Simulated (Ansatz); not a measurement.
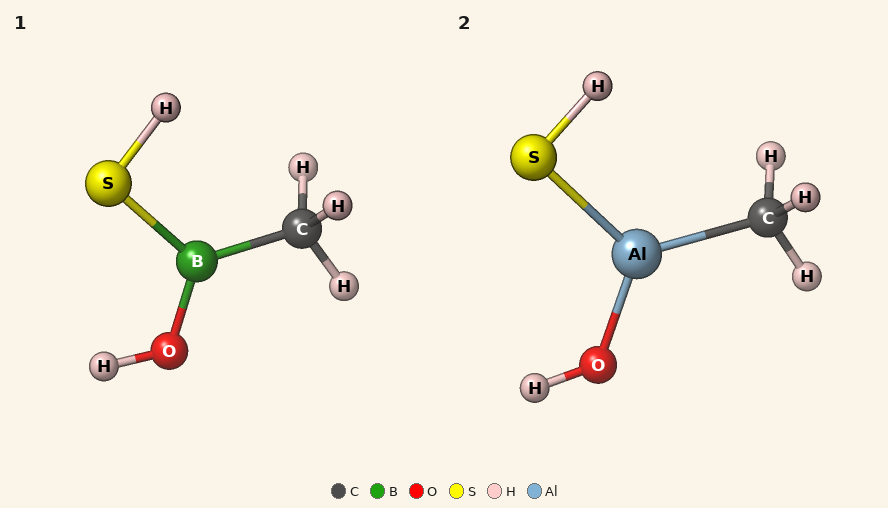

2 molecules with one skeleton, seen from the same side and at one scale. Charge 0, singlet. Computed geometries: PBE0-D4/def2-TZVP optimisations, one conformation each. Properties computed with Ansatz 0.2.0.

One atom differs, called X below: B in panel 1, Al in panel 2. Their formulas are CH5BOS (`CB(O)S`), CH5AlOS (`[CH3][Al]([OH])[SH]`).

### In which is the harmonic zero-point energy higher (PBE0-D4/def2-TZVP)?

In panel 1 (X = B).

### In which is the length of X–S larger (PBE0-D4/def2-TZVP)?

In panel 2 (X = Al).

Give the values. With PBE0-D4/def2-TZVP: length of X–C (Å), length of X–O (Å), length of X–S (Å), angle O–X–S (°), dipole moment (D), harmonic zero-point energy (kJ/mol). With CAM-B3LYP-D4/def2-TZVPP: HOMO energy (Kohn–Sham orbital) (eV), HOMO–LUMO gap (eV).

```tsv
quantity	1 (B)	2 (Al)	2 − 1
length of X–C (Å)	1.565	1.937	+0.372
length of X–O (Å)	1.359	1.694	+0.335
length of X–S (Å)	1.829	2.192	+0.363
angle O–X–S (°)	118.2	117.4	−0.8
dipole moment (D)	0.40	0.67	+0.27
harmonic zero-point energy (kJ/mol)	172.4	154.8	−17.6
HOMO energy (Kohn–Sham orbital) (eV)	−8.99	−8.90	+0.09
HOMO–LUMO gap (eV)	10.02	9.58	−0.44
```
